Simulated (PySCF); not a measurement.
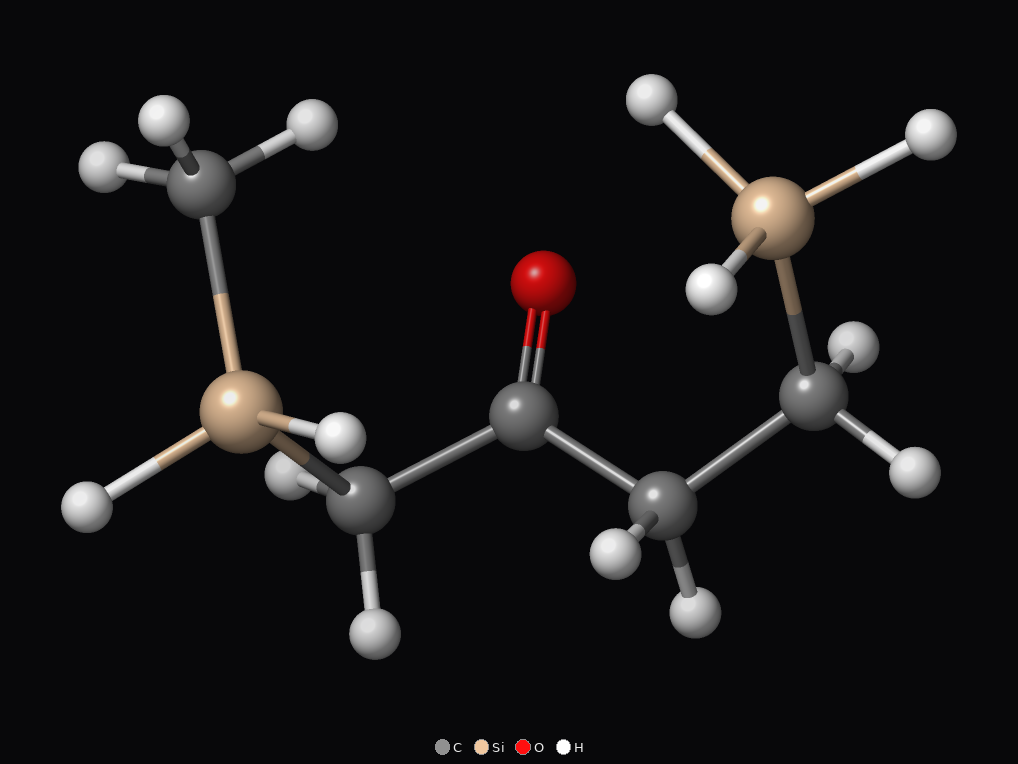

Computed geometry: GFN2-xTB optimisation. No frequency run is at hand to confirm it as a minimum. Level of theory: PBE0/pcSseg-1, gas phase (PySCF 2.14.0).

Computed properties:

The species is C5H14OSi2 (`C[SiH2]CC(=O)CC[SiH3]`).
- dipole moment: 2.34 D
- HOMO energy (Kohn–Sham orbital): −7.23 eV
- LUMO energy (Kohn–Sham orbital): −0.53 eV
- HOMO–LUMO gap: 6.70 eV

The geometry is semi-empirical. Around Si such bond lengths and angles can be off by a tenth of an ångström or more and by several degrees, and values that hang on the shape move with them.
